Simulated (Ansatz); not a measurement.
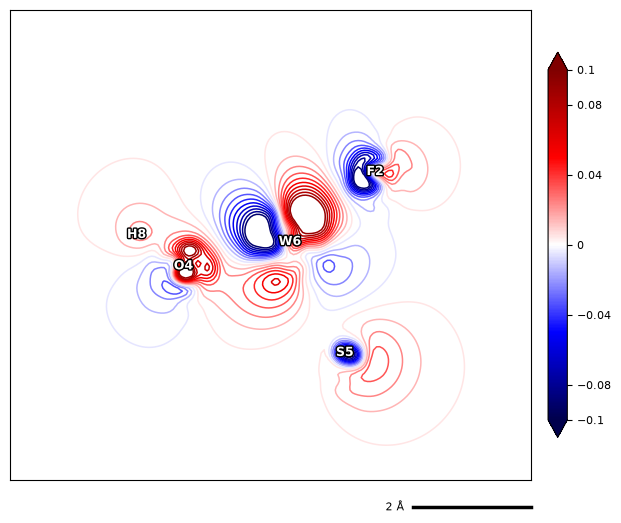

Figure. F2H2O2SW (SMILES [OH][W]([OH])([F])([F])=[S]). The LUMO on the plane of atoms F2, W6 and O4 (values in Å⁻³ᐟ²; the overall sign is arbitrary).

Geometry: PBE0-D4/def2-SVP; core potentials replace the inner electrons of W.

These are results of isolated molecule in a Gaussian basis; Kohn-Sham density functional theory, functional PBE0 in Ansatz, not measurements.

```yaml
atoms:
  - { symbol: F, position_ang: [0.4517, 1.8919, -1.1846] }
  - { symbol: F, position_ang: [-1.6054, 1.3958, 0.1247] }
  - { symbol: O, position_ang: [-0.8989, -0.9637, 0.4714] }
  - { symbol: O, position_ang: [1.1053, -0.6688, -1.1595] }
  - { symbol: S, position_ang: [-1.6192, -0.1563, -2.5942] }
  - { symbol: W, position_ang: [-0.4652, 0.2879, -0.8816] }
  - { symbol: H, position_ang: [-1.6398, -0.7792, 1.0630] }
  - { symbol: H, position_ang: [1.8683, -0.8604, -0.6029] }
```

> Where does this orbital lie, and at what energy?

Its weight (Hirshfeld) is mainly on W6 (about 65 %) and O4 (about 10 %). Its energy is −3.23 eV.
